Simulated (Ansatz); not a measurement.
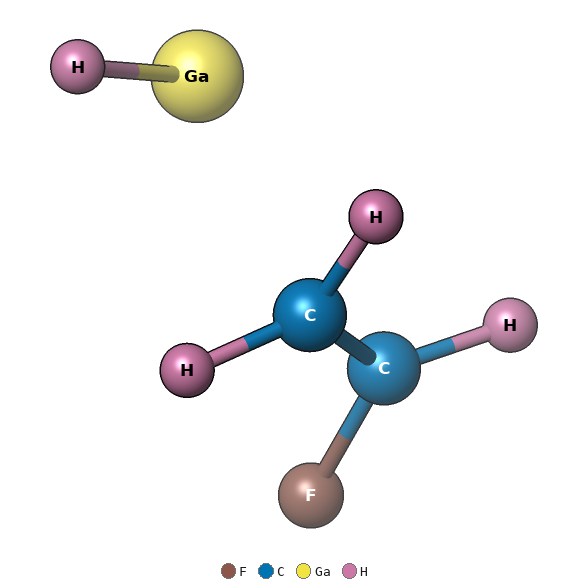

Distant atoms are faded towards the background colour. The geometry was computed by an optimisation with PBE0-D4/def2-TZVP.

Q: List the symmetry elements and name the point group.

A: It has no symmetry element but the identity, so the point group is C1. The group has 1 operation. The geometry is chiral, and symmetry allows a dipole moment.
